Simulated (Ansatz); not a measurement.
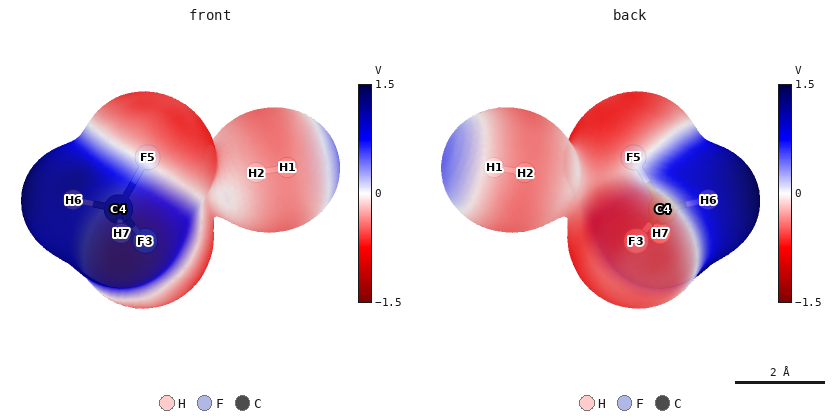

*H₂···CH₂F₂ (SMILES [H][H].FCF). The molecular electrostatic potential painted on the density surface at 0.002 e/bohr³, seen from the front and from behind; the colour scale runs from red (negative) to blue (positive).*

Geometry: PBE0-D4/def2-TZVP.

Level of theory: RKS PBE0-D4/def2-TZVPPD (Ansatz).

The calculation's input:

```
crystal:
  periodic: [false, false, false]
  atoms:
    - {symbol: H, position_ang: [0.060111, -0.362019, -3.062494]}
    - {symbol: H, position_ang: [-0.019908, -0.293973, -2.323436]}
    - {symbol: F, position_ang: [0.502894, -0.947201, 0.537784]}
    - {symbol: C, position_ang: [0.001914, 0.149397, 1.148768]}
    - {symbol: F, position_ang: [-0.707472, 0.859511, 0.243223]}
    - {symbol: H, position_ang: [-0.670074, -0.169941, 1.950059]}
    - {symbol: H, position_ang: [0.832534, 0.764226, 1.505996]}
basis:
  gaussian: {orbitals: "def2-TZVPPD.json"}
hamiltonian: {xc: pbe0, dispersion: d4}
output: {orbitals: {seedname: orbitals}}
```

Launched as:

```sh
ansatz run in.yaml --threads 2 --pin off --events-out ev --progress --plain --max-ram 5222MiB
```

Q: Describe the electrostatic potential map.

A: The most negative region (about −0.7 V) lies over F3 and F5, the most positive (about +1.4 V) over H6 and H7.
